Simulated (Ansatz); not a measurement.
# Frequency calculation, with input and output: C2H9BClNSi

The run: frequency calculation of C2H9BClNSi, SMILES BN(CC)[SiH2]Cl. Method and program: RKS PBE0-D4/def2-TZVP (Ansatz 0.2.0).

The geometry comes from this level: PBE0-D4/def2-TZVP. Figures and captions count atoms from 1; the log counts them from 0 in places.

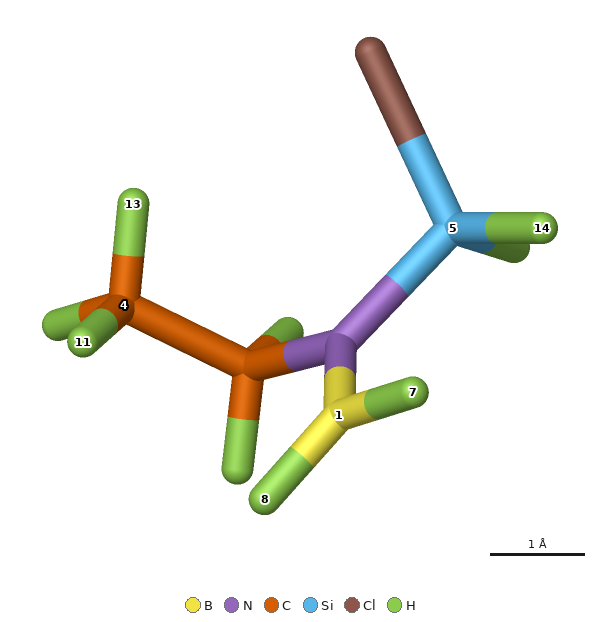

Figure 1. The structure (stick view, seen at a tilt; atoms are numbered from 1 in the order of the input).

Input:
```yaml
crystal:
  periodic: [false, false, false]
  atoms:
    - {symbol: B, position_ang: [-1.142745, -1.301609, -0.659483]}
    - {symbol: N, position_ang: [-0.594277, -0.091648, -0.216727]}
    - {symbol: C, position_ang: [0.108782, -0.010414, 1.071875]}
    - {symbol: C, position_ang: [1.541098, -0.498040, 0.982281]}
    - {symbol: Si, position_ang: [-0.748936, 1.357981, -1.152274]}
    - {symbol: Cl, position_ang: [1.087151, 2.028748, -1.804043]}
    - {symbol: H, position_ang: [-1.678690, -1.347354, -1.728209]}
    - {symbol: H, position_ang: [-1.073794, -2.267698, 0.047083]}
    - {symbol: H, position_ang: [0.088214, 1.026033, 1.426879]}
    - {symbol: H, position_ang: [-0.445930, -0.604489, 1.802120]}
    - {symbol: H, position_ang: [1.567361, -1.541942, 0.661864]}
    - {symbol: H, position_ang: [2.028468, -0.427250, 1.957566]}
    - {symbol: H, position_ang: [2.114432, 0.093770, 0.266768]}
    - {symbol: H, position_ang: [-1.591241, 1.091697, -2.332451]}
    - {symbol: H, position_ang: [-1.281592, 2.441514, -0.294051]}
basis:
  gaussian: {orbitals: def2-TZVP}
hamiltonian: {xc: pbe0, dispersion: d4}
phonons: {temperatures: {t_min: 298.15, t_max: 900, t_step: 200}}
```

Hardware: 4 threads of Arm Neoverse V1, 23 GiB of memory available, shared host.

Launch command:
```bash
ansatz run in.yaml --threads 4 --pin off --events-out ev --progress --plain --max-ram 11315MiB
```

The program's output:
```
Functional definition: PBE0
  name "PBE0"
  cite "Adamo & Barone, J. Chem. Phys. 110, 6158 (1999) doi:10.1063/1.478522"
  cite "Perdew, Burke & Ernzerhof, Phys. Rev. Lett. 77, 3865 (1996) doi:10.1103/PhysRevLett.77.3865"
  parent pbe
  parameter a = 0.25
  parameter kappa = 0.804
  parameter beta = 0.06672455060314922
  exchange = (1 - a)*pbe_x(kappa = kappa, mu = beta*pi^2/3) + a*exact_x
  correlation = pbe_c(beta = beta)
1616 factors; their error is unknown
mean field evaluation 1: about -24770.2624 eV, gradient 6.4e1 eV
mean field evaluation 2: about -24758.9453 eV, gradient 9.3e1 eV
mean field evaluation 4: about -24779.3263 eV, gradient 5.3e0 eV
mean field evaluation 8: about -24779.3874 eV, gradient 7.6e-2 eV
mean field evaluation 16: about -24779.4461 eV, gradient 1.6e-4 eV
mean field -24779.44613579 eV, -910.6278493783 hartree, gradient 4.2e-5 eV, S^2 0.000000; 0 other end points of the search recorded, 0 dependent functions left out
the calculation of the forces begins
reference -24779.44617488 eV, -910.6278508151 hartree; 32, 32 occupied and 220, 220 virtual orbitals, 1616 factors
these checks for a lower state are left out or cut short: stability, starts, cluster_reference, orbital_swaps, neighbouring_geometries, increment
1616 factors; their error is unknown
mean field -24779.44603988 eV, -910.6278458538 hartree, gradient 2.4e-6 eV, S^2 0.000000; 0 other end points of the search recorded, 0 dependent functions left out
[... from here on the field's lines of each further geometry are left out, up to the last ...]
the calculation of the forces begins
reference -24779.44614201 eV, -910.6278496070 hartree; 32, 32 occupied and 220, 220 virtual orbitals, 1616 factors
these checks for a lower state are left out or cut short: stability, starts, cluster_reference, orbital_swaps, neighbouring_geometries, increment
1616 factors; their error is unknown
mean field -24779.44612162 eV, -910.6278488576 hartree, gradient 2.4e-6 eV, S^2 0.000000; 0 other end points of the search recorded, 0 dependent functions left out
the calculation of the forces begins
reference -24779.44616071 eV, -910.6278502943 hartree; 32, 32 occupied and 220, 220 virtual orbitals, 1616 factors
Total energy: -24779.77926989 eV, -910.6400918309 hartree
Atom 0 at    -1.142745    -1.301609    -0.659483 Å, force    -0.000990     0.001316     0.001092 eV/Å
Atom 1 at    -0.594277    -0.091648    -0.216727 Å, force     0.000676    -0.002135    -0.001425 eV/Å
Atom 2 at     0.108782    -0.010414     1.071875 Å, force    -0.000576     0.000401     0.000683 eV/Å
Atom 3 at     1.541098    -0.498040     0.982281 Å, force    -0.000682    -0.000136    -0.000464 eV/Å
Atom 4 at    -0.748936     1.357981    -1.152274 Å, force    -0.000403     0.003816    -0.000495 eV/Å
Atom 5 at     1.087151     2.028748    -1.804043 Å, force    -0.002643    -0.001030     0.000756 eV/Å
Atom 6 at    -1.678690    -1.347354    -1.728209 Å, force     0.000589    -0.000340     0.000151 eV/Å
Atom 7 at    -1.073794    -2.267698     0.047083 Å, force     0.000725     0.000303    -0.000080 eV/Å
Atom 8 at     0.088214     1.026033     1.426879 Å, force     0.000037    -0.001044    -0.000299 eV/Å
Atom 9 at    -0.445930    -0.604489     1.802120 Å, force     0.000442     0.000595    -0.000694 eV/Å
Atom 10 at     1.567361    -1.541942     0.661864 Å, force     0.000113     0.000850     0.000203 eV/Å
Atom 11 at     2.028468    -0.427250     1.957566 Å, force     0.000052    -0.000066    -0.000387 eV/Å
Atom 12 at     2.114432     0.093770     0.266768 Å, force    -0.000408    -0.000587     0.000584 eV/Å
Atom 13 at    -1.591241     1.091697    -2.332451 Å, force     0.001817     0.000508     0.002492 eV/Å
Atom 14 at    -1.281592     2.441514    -0.294051 Å, force     0.001252    -0.002452    -0.002115 eV/Å
Dipole moment:    -0.048207     0.029096     0.309056 e Å
Vibrations: 38.82 81.35 131.90 224.15 240.39 284.88 369.46 426.18 521.15 544.02 617.04 689.71 745.42 801.72 877.07 885.42 941.01 1000.69 1009.51 1084.47 1114.80 1203.01 1215.72 1317.34 1371.66 1404.36 1422.23 1482.35 1488.46 1508.80 2245.83 2289.93 2568.47 2653.57 3042.91 3054.50 3093.27 3131.11 3143.31 cm⁻¹, zero-point energy 3.116095 eV
```

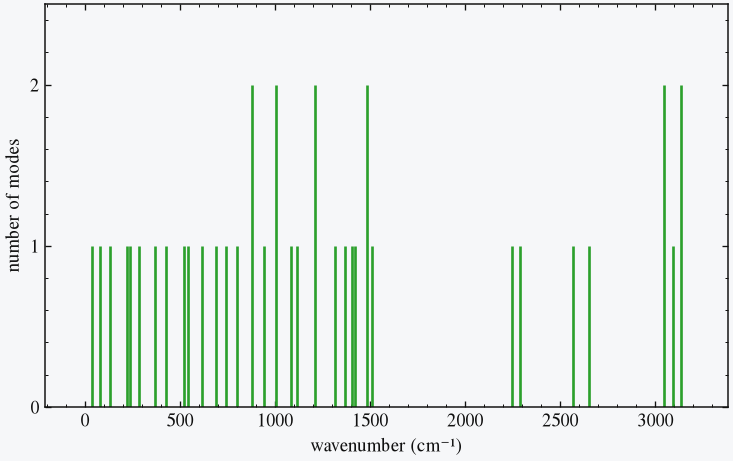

Figure 2. Harmonic vibrational wavenumbers from the force constants; neighbouring modes closer than 14 cm⁻¹ are counted in one stick. 39 modes from 39 to 3143 cm⁻¹, none imaginary.

Summary:

```tsv
quantity	value
outcome	converged
total energy	−24779.7793 eV
mean-field energy	−24779.4462 eV
dispersion energy	−0.3331 eV
largest force (length of the vector)	0.004 eV/Å
dipole moment	1.51 D
wall time	6.8 min (CPU time 26 min)
peak memory	0.9 GiB
```
